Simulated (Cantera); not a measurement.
A closed system holds: 1 mol Al2O3, 0.24 mol HCl, at 0.860 bar.

Cantera equilibrium calculation (NASA polynomials, part measured and part estimated; ideal gas, pure solids and liquids). Candidate condensed phases: Al, AlCl3, Al2O3, H2O; 29 gas species. Condensed phases not in the tables: AlOCl. Kinetics and transport are ignored.

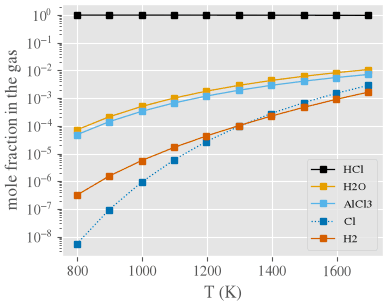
Fig. 1. Equilibrium gas composition (values under 1e-9 drawn at 1e-9)

From 798 K to 1698 K the condensed part is Al2O3(s). The main Al-bearing gas is AlCl3 throughout.
